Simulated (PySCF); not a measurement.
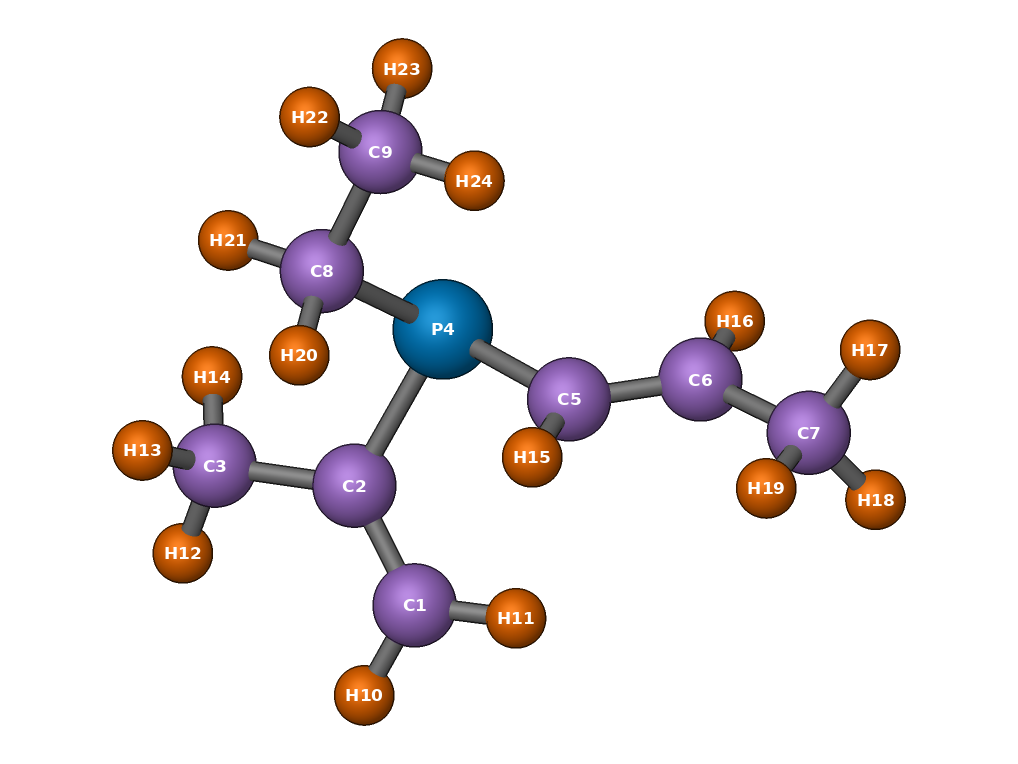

Computed geometry: GFN2-xTB optimisation. No frequency run is at hand to confirm it as a minimum. Level of theory: GIAO PBE0/pcSseg-1 NMR shielding, non-relativistic, gas phase (PySCF 2.14.0). Principal shieldings σ11 ≤ σ22 ≤ σ33, span Ω = σ33 − σ11, skew κ = 3(σiso − σ22)/Ω.

Give the shielding tensors of the C atoms.

```tsv
atom	σ11	σ22	σ33	σiso	Ω	κ
C1	−39.8	79.2	152.6	64.0	192.4	−0.24
C2	−89.2	13.5	159.5	27.9	248.7	0.17
C3	149.3	152.3	186.0	162.5	36.7	0.84
C5	−57.1	60.9	131.6	45.2	188.7	−0.25
C6	−98.6	37.6	150.9	30.0	249.4	−0.09
C7	148.6	151.8	185.7	162.0	37.1	0.83
C8	150.8	157.4	170.6	159.6	19.9	0.33
C9	164.6	169.2	186.9	173.6	22.3	0.59
```

Shieldings and span in ppm.

The geometry is semi-empirical. Around P such bond lengths and angles can be off by a tenth of an ångström or more and by several degrees, and values that hang on the shape move with them.
